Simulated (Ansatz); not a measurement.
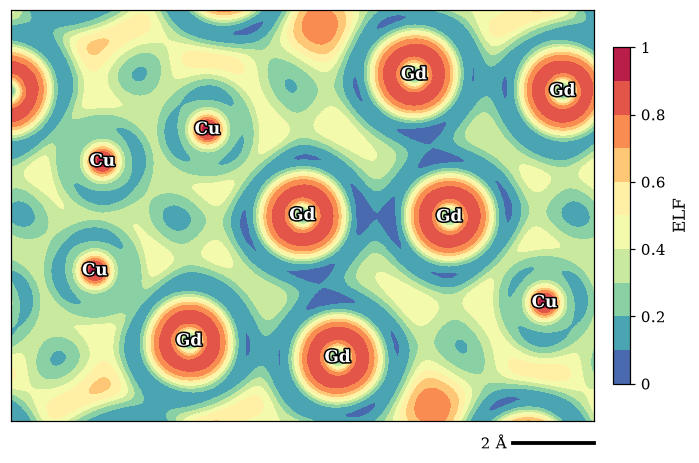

*Gd3Cu2. Electron localisation function on the (010) plane of the conventional cell.*

Space group C2/m; built by placing these elements on a known structure type; not relaxed (largest force 0.4 eV/Å); computed pressure about 2 GPa in this cell; site moments Gd: +7.0 μB (×12) in one cell of 20 atoms (parallel main moments (a ferromagnetic arrangement) in this solution); spin-polarised.

Theory: DFT, PAW plane waves, PBE (Ansatz 0.2.0).

Q: Interpret the plot.

A:
- The plane passes through Gd and Cu nuclei.
- Cu–Cu (2.69 Å): the ELF is about 0.30 at the midpoint.
- Gd–Cu (2.89 Å): the ELF is about 0.20 at the midpoint; no localised pair shows between them.
- Gd–Cu (3.14 Å): the ELF is about 0.25 at the midpoint: no localised pair shows between them.
- The features right at Gd and Cu lie inside the PAW spheres, where the map follows smoothed inner orbitals and isn't to be read closely.
